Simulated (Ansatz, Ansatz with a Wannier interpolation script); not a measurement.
## Settings in Wannier-interpolated G0W0: CdCO3 (Otavite)

Wanted: errors and cost of interpolated bands of CdCO3 (Otavite) under coarser or faulty settings.

Calculated with Ansatz 0.2.0; maximally localised Wannier functions, LDA, plane waves, PAW.

## Step 1: Set-up

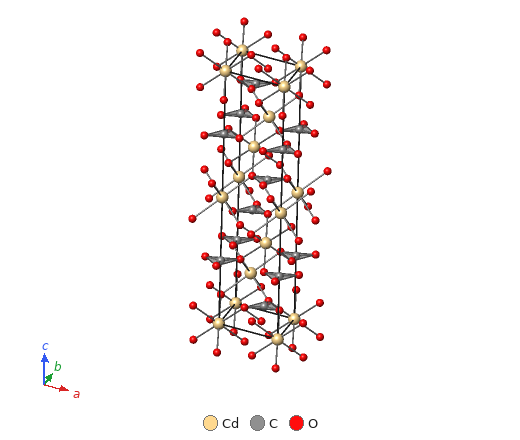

The starting structure, seen slightly off an axis (cadmium orange, carbon grey, oxygen red). This picture shows the conventional cell, with its axes. Some periodic images of atoms are drawn too.

As a file:

```cif
data_structure
_symmetry_space_group_name_H-M 'P 1'
_symmetry_Int_Tables_number 1
_cell_length_a 6.1306
_cell_length_b 6.1306
_cell_length_c 6.1306
_cell_angle_alpha 47.319
_cell_angle_beta 47.319
_cell_angle_gamma 47.319
_cell_volume 113.91
loop_
_atom_site_label
_atom_site_type_symbol
_atom_site_fract_x
_atom_site_fract_y
_atom_site_fract_z
_atom_site_occupancy
Cd1 Cd 0.00000 0.00000 0.00000 1
Cd2 Cd 0.50000 0.50000 0.50000 1
C3 C 0.25000 0.25000 0.25000 1
C4 C 0.75000 0.75000 0.75000 1
O5 O 0.51140 0.98860 0.25000 1
O6 O 0.25000 0.51140 0.98860 1
O7 O 0.98860 0.25000 0.51140 1
O8 O 0.48860 0.01140 0.75000 1
O9 O 0.75000 0.48860 0.01140 1
O10 O 0.01140 0.75000 0.48860 1
```

The cell and positions come from the Crystallography Open Database and are kept as given unless a step says otherwise. The default PAW set here is soft_2. Its files were made with PBE.

## Step 2: Wannier model on 8×8×8

Localised functions give a small Hamiltonian that interpolates between mesh points at no cost.

The input, input.yaml:

```yaml
crystal:
  lattice:
    - [2.4602, 1.4203971323, 5.4326666667]
    - [-2.4602, 1.4203971323, 5.4326666667]
    - [0.0, -2.8407942645, 5.4326666667]
  atoms:
    - { symbol: Cd, position: [0.0, 0.0, 0.0] }
    - { symbol: Cd, position: [0.5, 0.5, 0.5] }
    - { symbol: C, position: [0.25, 0.25, 0.25] }
    - { symbol: C, position: [0.75, 0.75, 0.75] }
    - { symbol: O, position: [0.5114, 0.9886, 0.25] }
    - { symbol: O, position: [0.25, 0.5114, 0.9886] }
    - { symbol: O, position: [0.9886, 0.25, 0.5114] }
    - { symbol: O, position: [0.4886, 0.0114, 0.75] }
    - { symbol: O, position: [0.75, 0.4886, 0.0114] }
    - { symbol: O, position: [0.0114, 0.75, 0.4886] }
kpoints:
  mp_grid: { grid: [4, 4, 4] }
hamiltonian:
  xc: lda
scf:
  occupations: { method: fixed }
  n_extra_bands: 60
output:
  wannier:
    kmesh: [8, 8, 8]
    projections:
      - { species: C, l: p, shell: 2 }
      - { species: Cd, l: s, shell: 5 }
      - { species: O, l: p, shell: 2 }
    minimise: true
    write_hr: true
    seedname: w
    conv_tol: 1.0e-07
    max_iter: 4000
    disentanglement:
      window: [3.26, 25.02]
      frozen_window: [3.26, 12.75]
      conv_tol: 1.0e-08
```

The run is started by

```
> ansatz run input.yaml --threads 12 --pin off --max-ram 22118MiB --backend cpu --events-out ev --progress --plain --runs-dir out
```

Numbers of over 12 decimals in the logs are rounded to 6 here.

Output:

```text
scf.n_extra_bands = 60 over 42 filled bands (N_el = 84.0): the run solves 102 bands
Engine: ansatz 0.2.0, aarch64-unknown-linux-gnu
Pseudopotentials: kind: paw
Pseudopotential: Cd, paw, valence charge 20, recommended cutoff 420 eV (normal), Cd.paw.azcp
Pseudopotential: C, paw, valence charge 4, recommended cutoff 420 eV (normal), C.paw.azcp
Pseudopotential: O, paw, valence charge 6, recommended cutoff 420 eV (normal), O.paw.azcp
Functional definition: SPW92
  exchange = slater_x
  correlation = pw_c
Crystal: 10 atoms, lattice volume = 113.905 Å³
Basis set: ecut = 420 eV, 2221 PW (Γ)
Bands: 102, of which v1, the nominal top of the filled ones, is band 42 counted from 1 (41 counted from 0)
Symmetry: 12 space group operations
Space group: R-3c (ITA 167), of the structure as read, at distance tolerance 4.8e-5 Å
k-points: 13 of 64
Non-local potential: Cd, projectors of the file, l = 0: 3, l = 1: 2, l = 2: 2, l = 3: 1
Non-local potential: C, projectors of the file, l = 0: 2, l = 1: 2, l = 2: 1
Non-local potential: O, projectors of the file, l = 0: 2, l = 1: 2, l = 2: 1
PAW form: soft (Blöchl's): semilocal exchange-correlation on the pseudo side does not see the compensation charge
PAW frozen core: Cd, regenerated for the run's functional, and the local potential with it (the file was generated under x = pbe(κ = 0.804, μ = 0.219515), c = pbe(β = 0.066725))
PAW frozen core: C, regenerated for the run's functional, and the local potential with it (the file was generated under x = pbe(κ = 0.804, μ = 0.219515), c = pbe(β = 0.066725))
PAW frozen core: O, regenerated for the run's functional, and the local potential with it (the file was generated under x = pbe(κ = 0.804, μ = 0.219515), c = pbe(β = 0.066725))
PAW one-centre angular grid: Cd, 590 points (default); XC on 64 Gauss nodes
PAW one-centre angular grid: C, 110 points (default); XC on 64 Gauss nodes
PAW one-centre angular grid: O, 110 points (default); XC on 64 Gauss nodes
Initial density: superposition of atomic densities (neutral atoms: chi_scale 0, normalization atom), corrected by the library's trained network
Initial wavefunctions: pseudopotential atomic-orbital guess
Functional: x = slater, c = lda
SCF iter   1: F=—  HF=-20051.990744 eV  |F-HF|=—  |Δ(HF+E_count)|=         —  Δρ=1.64e-2  dr2=2.57e-1  ethr=1.77e-3  ⟨swp⟩=4.3  Hψ=4459  notcnv=0  defer=734
preconditioner: auto → Resta (q_TF=auto, 2.593 Å⁻¹)  ε∞=2.0  [insulator: Δε(μ)=2.572 eV  Ē_g=28.260 eV  n_scr=34 (ndim 8)  ℏωp=28.7 eV  f_vac=0.070  ε∞_Penn≈2.0]
SCF iter   2: F=—  HF=-20051.915712 eV  |F-HF|=—  |Δ(HF+E_count)|=   7.50e-2  Δρ=4.77e-3  dr2=1.38e-2  ethr=3.05e-4  ⟨swp⟩=2.9  Hψ=1948  notcnv=0  defer=754
SCF iter   3: F=—  HF=-20051.911618 eV  |F-HF|=—  |Δ(HF+E_count)|=   4.09e-3  Δρ=1.92e-3  dr2=2.68e-3  ethr=1.65e-5  ⟨swp⟩=2.0  Hψ=1079  notcnv=0  defer=754
SCF iter   4: F=—  HF=-20051.910847 eV  |F-HF|=—  |Δ(HF+E_count)|=   7.71e-4  Δρ=5.10e-4  dr2=1.44e-4  ethr=3.19e-6  ⟨swp⟩=2.8  Hψ=973  notcnv=0  defer=744
SCF iter   5: F=—  HF=-20051.910822 eV  |F-HF|=—  |Δ(HF+E_count)|=   2.53e-5  Δρ=8.08e-5  dr2=4.04e-6  ethr=1.72e-7  ⟨swp⟩=2.2  Hψ=1048  notcnv=0  defer=715
SCF iter   6: F=—  HF=-20051.910713 eV  |F-HF|=—  |Δ(HF+E_count)|=   1.09e-4  Δρ=2.68e-5  dr2=4.79e-7  ethr=4.81e-9  ⟨swp⟩=2.6  Hψ=1226  notcnv=0  defer=715
SCF iter   7: F=-20051.910713 eV  HF=-20051.910713 eV  |F-HF|=1.83e-9  |Δ(HF+E_count)|=   1.84e-7  Δρ=2.64e-6  dr2=4.24e-9  ethr=1.19e-10  ⟨swp⟩=11.3  Hψ=8597  notcnv=0
SCF 1 converged in 7 iterations: F = -20051.910713 eV  dr2 = 4.24e-9
[...]
NSCF: frozen V_eff on 68 k-points
the Wannier pass solved 68 of the 512 points of its mesh, and has the states at the others by symmetry: states obtained by the crystal's operations at points that were solved too leave a residual of 6.75e-13 eV (read by the count's bands and the next), within 8.33e-6 eV
SCF converged after 7 iterations
Free energy (F): -20051.910713 eV
Harris-Foulkes:  -20051.910713 eV  (|F-HF|=1.83e-9)
Internal energy: -20051.910713 eV  (E = F + TS)
E sigma→0 (E₀):  -20051.910713 eV
Fermi energy:    6.999811 eV
--- Per-component energies (eV) ---
  E_band       = -1059.014590
  E_kinetic    = 2236.759573
  E_local      = -9272.369719  (includes V_loc(G=0)·N_el)
  E_nonlocal   = 445.408391
  E_hartree    = 3985.703507
  E_xc         = -873.111014
  E_vxc        = -1110.018823  (∫ρ·V_xc dr)
  E_paw        = -8969.159923  (= ΣΔE_a)
  E_vpaw       = -1330.216549  (= ΣTr[D̂ρ^β])
  E_aug_tail   = 0.015126  (compensation charges beyond the density's cutoff)
  E_ewald      = -7607.396985
  E_core_change = 2.240332  (= ΣΔE_core)
  E_smearing   = -0.000000  (= −TS)
  E_closure    = -0.000000  (closes the sum)
  Σ components = -20051.910713   (vs F -20051.910713, Δ=0.00e0)
--- Band table (eV; the first three rows and the last of 13) ---
  k-point 0: bands = [... 38 lower, 5.6618, 5.6618, 6.0620, 6.0620, 9.7525, 11.1195, 11.8772, 14.7485, ... 56 higher]
  k-point 1: bands = [... 38 lower, 5.6032, 5.6664, 5.9497, 6.4977, 10.6940, 11.2793, 12.1533, 14.2889, ... 56 higher]
  k-point 2: bands = [... 38 lower, 5.6763, 5.6763, 6.6229, 6.6229, 11.7865, 11.7865, 12.5218, 12.5218, ... 56 higher]
  k-point 12: bands = [... 38 lower, 5.4388, 5.4388, 5.4388, 5.4388, 10.3548, 10.3548, 12.9519, 12.9519, ... 56 higher]
Wannier search: line search 1 of at most 4000: gauge-dependent spread (as the search counts it) 171.3094796 Å², largest recent change 3.1e1 Å² and fall left 6.5e1 Å² against conv_tol 1.0e-7 Å², 0 stops escaped
```

Elapsed: 91 s, on 12 threads of Arm Neoverse N1, shared host; peak memory 2.8 GiB; 14 min of CPU time.

This step gave:

```
gauge-invariant spread     : 51.73 Å²
diagonal spread            : 0.03790 Å²
off-diagonal spread        : 5.200 Å²
total spread               : 56.97 Å²
least projectability       : 1.09e-9
localisation steps         : 52
disentanglement steps      : 7569
r.m.s. interpolation error : 3.20e-4 eV
r.m.s. error near the gap  : 2.57e-4 eV
```

Near the gap the model misses directly solved bands by 0.3 meV r.m.s. and by 2 meV at most in the window tested. This tests the starting bands, not the corrections carried with them.

## Step 3: Wannier model on 4×4×4

input.yaml, as its differences from that of step 2:

```diff
@@ -25,3 +25,3 @@
   wannier:
-    kmesh: [8, 8, 8]
+    kmesh: [4, 4, 4]
     projections:
```

Output:

```text
[...]
Crystal: 10 atoms, lattice volume = 113.905 Å³
Basis set: ecut = 420 eV, 2221 PW (Γ)
Bands: 102, of which v1, the nominal top of the filled ones, is band 42 counted from 1 (41 counted from 0)
Symmetry: 12 space group operations
[...]
k-points: 13 of 64
[...]
SCF iter   1: F=—  HF=-20051.990744 eV  |F-HF|=—  |Δ(HF+E_count)|=         —  Δρ=1.64e-2  dr2=2.57e-1  ethr=1.77e-3  ⟨swp⟩=4.3  Hψ=4459  notcnv=0  defer=734
[...]
SCF iter   7: F=-20051.910713 eV  HF=-20051.910713 eV  |F-HF|=1.83e-9  |Δ(HF+E_count)|=   1.84e-7  Δρ=2.64e-6  dr2=4.24e-9  ethr=1.19e-10  ⟨swp⟩=11.3  Hψ=8597  notcnv=0
SCF 1 converged in 7 iterations: F = -20051.910713 eV  dr2 = 4.24e-9
[...]
NSCF: frozen V_eff on 16 k-points
[...]
SCF converged after 7 iterations
Free energy (F): -20051.910713 eV
[...]
Internal energy: -20051.910713 eV  (E = F + TS)
E sigma→0 (E₀):  -20051.910713 eV
Fermi energy:    6.999811 eV
[...]
--- Band table (eV; the first three rows and the last of 13) ---
  k-point 0: bands = [... 38 lower, 5.6618, 5.6618, 6.0620, 6.0620, 9.7525, 11.1195, 11.8772, 14.7485, ... 56 higher]
  k-point 1: bands = [... 38 lower, 5.6032, 5.6664, 5.9497, 6.4977, 10.6940, 11.2793, 12.1533, 14.2889, ... 56 higher]
  k-point 2: bands = [... 38 lower, 5.6763, 5.6763, 6.6229, 6.6229, 11.7865, 11.7865, 12.5218, 12.5218, ... 56 higher]
  k-point 12: bands = [... 38 lower, 5.4388, 5.4388, 5.4388, 5.4388, 10.3548, 10.3548, 12.9519, 12.9519, ... 56 higher]
[...]
```

Elapsed: 9.8 s, on 12 threads; peak memory 1.1 GiB.

This step gave:

```yaml
gauge_invariant_spread: 45.74 Å²
diagonal_spread: 0.03004 Å²
off_diagonal_spread: 5.187 Å²
total_spread: 50.95 Å²
least_projectability: 6.28e-9
localisation_steps: 27
disentanglement_steps: 1099
r_m_s_interpolation_error: 0.004817 eV
r_m_s_error_near_the_gap: 0.002864 eV
```

Near the gap the model misses directly solved bands by 2.9 meV r.m.s. and by 52 meV at most in the window tested. This tests the starting bands, not the corrections carried with them.

Frozen up to 5.75 eV; above it the model need not follow the bands. Electronic bands along the path, in eV, zero at the valence-band top; v1 is the highest filled band, c1 the lowest empty one:

```csv
point,v4,v3,v2,v1,c1,c2,c3,c4
Γ,-1.34,-1.34,-0.94,-0.94,2.75,4.12,4.88,8.19
T,-1.56,-1.56,-1.56,-1.56,3.35,3.35,5.96,5.96
H2,-1.57,-1.57,-0.26,-0.26,5.18,5.18,5.68,5.68
jump to H0,-1.57,-1.57,-0.26,-0.26,5.18,5.18,5.68,5.68
L,-1.32,-1.32,-0.38,-0.38,4.79,4.79,5.52,5.52
Γ,-1.34,-1.34,-0.94,-0.94,2.75,4.12,4.88,8.19
S0,-1.71,-1.50,-0.31,-0.15,5.15,5.44,5.45,5.68
jump to S2,-1.71,-1.50,-0.31,-0.15,5.15,5.44,5.45,5.68
F,-1.62,-1.13,-0.84,0.00,4.94,5.26,5.56,6.06
Γ,-1.34,-1.34,-0.94,-0.94,2.75,4.12,4.88,8.19
```

The same for Kohn-Sham, solved directly:

```csv
point,v4,v3,v2,v1,c1,c2,c3,c4
Γ,-1.34,-1.34,-0.94,-0.94,2.75,4.12,4.88,7.75
T,-1.56,-1.56,-1.56,-1.56,3.35,3.35,5.95,5.95
H2,-1.58,-1.58,-0.26,-0.26,5.18,5.18,5.68,5.68
H0,-1.58,-1.58,-0.26,-0.26,5.18,5.18,5.68,5.68
L,-1.32,-1.32,-0.38,-0.38,4.79,4.79,5.52,5.52
Γ,-1.34,-1.34,-0.94,-0.94,2.75,4.12,4.88,7.75
S0,-1.72,-1.50,-0.31,-0.15,5.15,5.44,5.45,5.68
S2,-1.72,-1.50,-0.31,-0.15,5.15,5.44,5.45,5.68
F,-1.62,-1.13,-0.84,0.00,4.94,5.26,5.56,6.05
Γ,-1.34,-1.34,-0.94,-0.94,2.75,4.12,4.88,7.75
```

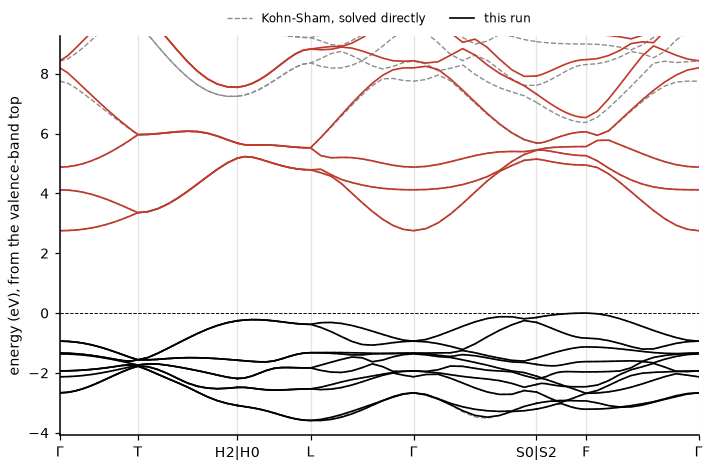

Electronic bands along the path; lines of filled and empty bands in two colours; dashed: Kohn-Sham, solved directly.

## Step 4: A faulty Wannier input

input.yaml, as its differences from that of step 3:

```diff
@@ -37,3 +37,3 @@
       window: [3.26, 25.02]
-      frozen_window: [3.26, 12.75]
+      frozen_window: [3.26, 24.52]
       conv_tol: 1.0e-08
```

Output:

```text
scf.n_extra_bands = 60 over 42 filled bands (N_el = 84.0): the run solves 102 bands
Engine: ansatz 0.2.0, aarch64-unknown-linux-gnu
Pseudopotentials: kind: paw
Pseudopotential: Cd, paw, valence charge 20, recommended cutoff 420 eV (normal), Cd.paw.azcp
Pseudopotential: C, paw, valence charge 4, recommended cutoff 420 eV (normal), C.paw.azcp
Pseudopotential: O, paw, valence charge 6, recommended cutoff 420 eV (normal), O.paw.azcp
Functional definition: SPW92
  exchange = slater_x
  correlation = pw_c
Crystal: 10 atoms, lattice volume = 113.905 Å³
Basis set: ecut = 420 eV, 2221 PW (Γ)
Bands: 102, of which v1, the nominal top of the filled ones, is band 42 counted from 1 (41 counted from 0)
Symmetry: 12 space group operations
Space group: R-3c (ITA 167), of the structure as read, at distance tolerance 4.8e-5 Å
k-points: 13 of 64
Non-local potential: Cd, projectors of the file, l = 0: 3, l = 1: 2, l = 2: 2, l = 3: 1
Non-local potential: C, projectors of the file, l = 0: 2, l = 1: 2, l = 2: 1
Non-local potential: O, projectors of the file, l = 0: 2, l = 1: 2, l = 2: 1
PAW form: soft (Blöchl's): semilocal exchange-correlation on the pseudo side does not see the compensation charge
PAW frozen core: Cd, regenerated for the run's functional, and the local potential with it (the file was generated under x = pbe(κ = 0.804, μ = 0.219515), c = pbe(β = 0.066725))
PAW frozen core: C, regenerated for the run's functional, and the local potential with it (the file was generated under x = pbe(κ = 0.804, μ = 0.219515), c = pbe(β = 0.066725))
[...]
SCF converged after 7 iterations
Free energy (F): -20051.910713 eV
Harris-Foulkes:  -20051.910713 eV  (|F-HF|=1.83e-9)
Internal energy: -20051.910713 eV  (E = F + TS)
E sigma→0 (E₀):  -20051.910713 eV
Fermi energy:    6.999811 eV
--- Per-component energies (eV) ---
  E_band       = -1059.014590
  E_kinetic    = 2236.759573
  E_local      = -9272.369719  (includes V_loc(G=0)·N_el)
  E_nonlocal   = 445.408391
  E_hartree    = 3985.703507
  E_xc         = -873.111014
  E_vxc        = -1110.018823  (∫ρ·V_xc dr)
  E_paw        = -8969.159923  (= ΣΔE_a)
  E_vpaw       = -1330.216549  (= ΣTr[D̂ρ^β])
  E_aug_tail   = 0.015126  (compensation charges beyond the density's cutoff)
  E_ewald      = -7607.396985
  E_core_change = 2.240332  (= ΣΔE_core)
  E_smearing   = -0.000000  (= −TS)
  E_closure    = -0.000000  (closes the sum)
  Σ components = -20051.910713   (vs F -20051.910713, Δ=0.00e0)
--- Band table (eV; the first three rows and the last of 13) ---
  k-point 0: bands = [... 38 lower, 5.6618, 5.6618, 6.0620, 6.0620, 9.7525, 11.1195, 11.8772, 14.7485, ... 56 higher]
  k-point 1: bands = [... 38 lower, 5.6032, 5.6664, 5.9497, 6.4977, 10.6940, 11.2793, 12.1533, 14.2889, ... 56 higher]
  k-point 2: bands = [... 38 lower, 5.6763, 5.6763, 6.6229, 6.6229, 11.7865, 11.7865, 12.5218, 12.5218, ... 56 higher]
  k-point 12: bands = [... 38 lower, 5.4388, 5.4388, 5.4388, 5.4388, 10.3548, 10.3548, 12.9519, 12.9519, ... 56 higher]
WARN: one of the run's output files is refused, and neither it nor the files that depend on it are written in full: <dir> frozen window holds 34 > num_wann = 26 bands at ik = 0 (ik counts from 0, the k-points of the .win, .mmn and .eig files from 1)
Error: <dir> frozen window holds 34 > num_wann = 26 bands at ik = 0 (ik counts from 0, the k-points of the .win, .mmn and .eig files from 1)
```

It took 7.8 s on 12 threads; peak memory 1.1 GiB.

The run ended with an error after its SCF cycle had converged; no result of it is taken.

The program's message: “Error: <dir> frozen window holds 34 > num_wann = 26 bands at ik = 0 (ik counts from 0, the k-points of the .win, .mmn and .eig files from 1)”

The fault put into this input: a frozen window with more states than functions.

(Continued in part 2 of 2.)

[Paths, hosts, dates, memory and timing lines, banners, echoed tables and standing remarks are left out of the program output.]

[Logs are printed without paths, hosts, clocks, repeated set-up lines and the standing remarks that a program may print on its own settings, such as how far it seeks lower states.]

[Runs of the session that timed out or met a known fault of the program may be left out.]

[Hosts, paths, dates, database ids (printed as entryN), source tags and the programs' standing remarks are cut or masked in the printed files.]
